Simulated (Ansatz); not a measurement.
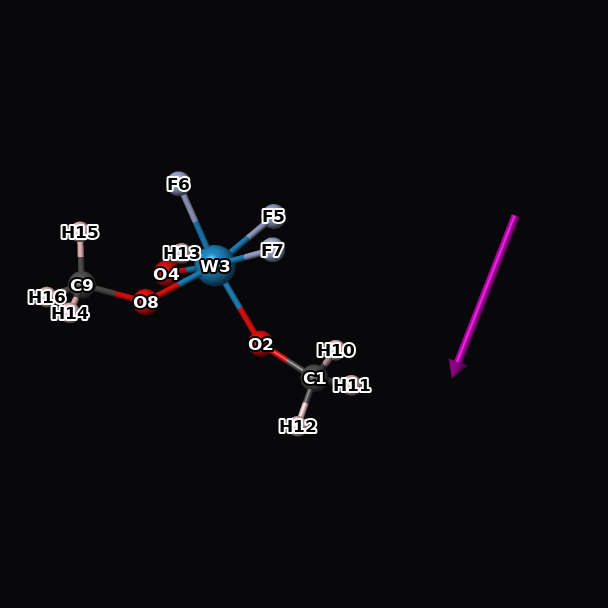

The arrow beside the molecule shows the direction of the dipole moment, from the negative to the positive end (its length means nothing). The species is neutral and a spin singlet. Computed geometry: PBE0-D4/def2-TZVP optimisation. No frequency run is at hand to confirm it as a minimum. Properties computed with RKS B3LYP-D4/def2-TZVPP, core potentials on W (Ansatz 0.2.0).

> Estimate the dipole moment.

3.56 D; it points from the side of F5, F6 to the side of H12 (the outermost atoms at the two ends).
